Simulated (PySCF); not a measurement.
Molecule: SMILES C(F)(F)(F)[C](F)F (C2F5), doublet. Atoms near the plane z = 0.0 Å, at the CAM-B3LYP/def2-SVP optimised geometry (x, y, z in Å): F1 (1.3, 0.2, 1.1), C2 (0.7, -0.3, 0.0), F3 (1.3, 0.2, -1.1), C4 (-0.8, -0.3, 0.0), F5 (-1.3, 0.9, 0.0), F6 (-1.2, -0.9, -1.1), F7 (-1.2, -0.9, 1.1).

Computed with unrestricted CAM-B3LYP/def2-TZVP in PySCF. Cells within 0.4 Å of a nucleus heavier than hydrogen are left out (blank, or x). The values are rescaled to run from 0 to 1.

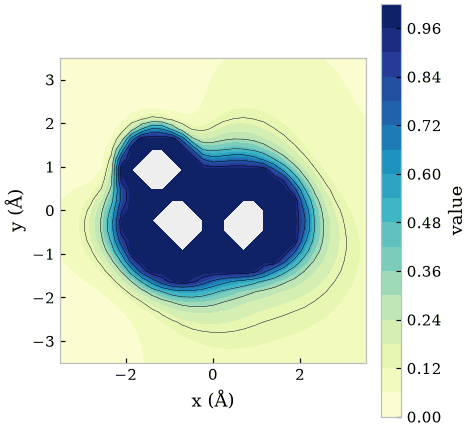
Figure: a field on the plane z = 0.0 Å.

**Question.** Which quantity is mapped?
A) log10 of the electron density
B) electrostatic potential
C) spin density
D) an orbital amplitude

**Answer.** B, electrostatic potential. In full: electrostatic potential (hartree/e), clipped to [-0.08, 0.12].
